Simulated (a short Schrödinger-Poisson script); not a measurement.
Stack: MOS inversion layer, SiO2 on p-type Si(100), at 400 K.

| layer | material | thickness (nm) | Na (cm⁻³) |
|---|---|---|---|
| 1 | SiO2 | 2.8 | - |
| 2 | Si | 1900 | 5e16 |

Constants are typed, rounded textbook-type inputs, not results; the design itself was drawn at random and stands for no fabricated device. SiO2: permittivity 3.9, conduction-band edge (eV) 3.15, gap (eV) 9, electron mass (mₑ) 0.5. Si: permittivity 11.7, conduction-band edge (eV) 0, gap (eV) 1.124, Nv at 300 K (cm⁻³) 3.1e19.

Channel valleys (confinement mass, in-plane density-of-states mass, number): Δ2 0.916, 0.19, 2; Δ4 0.19, 0.417, 4. At the gate the conduction-band edge of layer 1 lies 3.63 eV − eVg above the Fermi level of the channel; the field vanishes at the back. Gaps are held at their typed values at every temperature. Mesh 0.03 nm at interfaces.

From a short Schrödinger-Poisson script (our own, NumPy): 1D Poisson equation in equilibrium, electrons quantum, Hartree (BenDaniel-Duke, 12 states a valley, the channel's in-plane mass for all, wave functions free to enter the dielectric), parabolic valleys, classical holes, full ionisation, no traps, pinning or gate leakage.

Only gate voltages with over 1e8 electrons/cm² are shown.

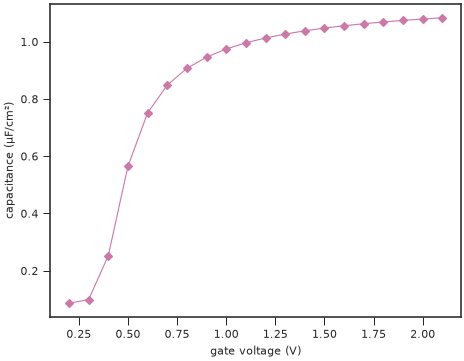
*Quasi-static capacitance against gate voltage*

| Vg (V) | electrons (cm⁻²) | C (μF/cm²) | Δ2 E0 (meV) | Δ2 E1 (meV) | Δ4 E0 (meV) | Δ4 E1 (meV) |
|---|---|---|---|---|---|---|
| 0.2 | 4.22e8 | 0.0864 | 387.3 | 412.5 | 407.8 | 449.6 |
| 0.3 | 5.48e9 | 0.0987 | 296.6 | 323.4 | 318.4 | 362.9 |
| 0.4 | 5.88e10 | 0.253 | 212.4 | 241.2 | 235.6 | 283.1 |
| 0.5 | 2.91e11 | 0.565 | 153.5 | 186.1 | 179.7 | 231.2 |
| 0.6 | 6.97e11 | 0.751 | 118.8 | 156.6 | 149.0 | 205.2 |
| 0.7 | 1.19e12 | 0.848 | 96.0 | 139.1 | 130.2 | 190.9 |
| 0.8 | 1.74e12 | 0.907 | 79.2 | 127.3 | 117.1 | 181.9 |
| 0.9 | 2.32e12 | 0.946 | 65.8 | 118.8 | 107.3 | 175.7 |
| 1 | 2.92e12 | 0.974 | 54.8 | 112.2 | 99.5 | 171.1 |
| 1.1 | 3.53e12 | 0.996 | 45.4 | 107.0 | 93.1 | 167.7 |
| 1.2 | 4.16e12 | 1.01 | 37.1 | 102.7 | 87.7 | 164.9 |
| 1.3 | 4.79e12 | 1.03 | 29.7 | 99.1 | 82.9 | 162.7 |
| 1.4 | 5.44e12 | 1.04 | 23.0 | 96.0 | 78.8 | 160.9 |
| 1.5 | 6.09e12 | 1.05 | 16.9 | 93.3 | 75.0 | 159.3 |
| 1.6 | 6.74e12 | 1.06 | 11.2 | 90.9 | 71.6 | 158.0 |
| 1.7 | 7.40e12 | 1.06 | 5.9 | 88.8 | 68.5 | 156.8 |
| 1.8 | 8.07e12 | 1.07 | 0.9 | 86.9 | 65.6 | 155.8 |
| 1.9 | 8.74e12 | 1.07 | -3.8 | 85.2 | 62.9 | 154.9 |
| 2 | 9.41e12 | 1.08 | -8.3 | 83.7 | 60.4 | 154.1 |
| 2.1 | 1.01e13 | 1.08 | -12.5 | 82.2 | 58.0 | 153.3 |

Subbands count from the Fermi level.
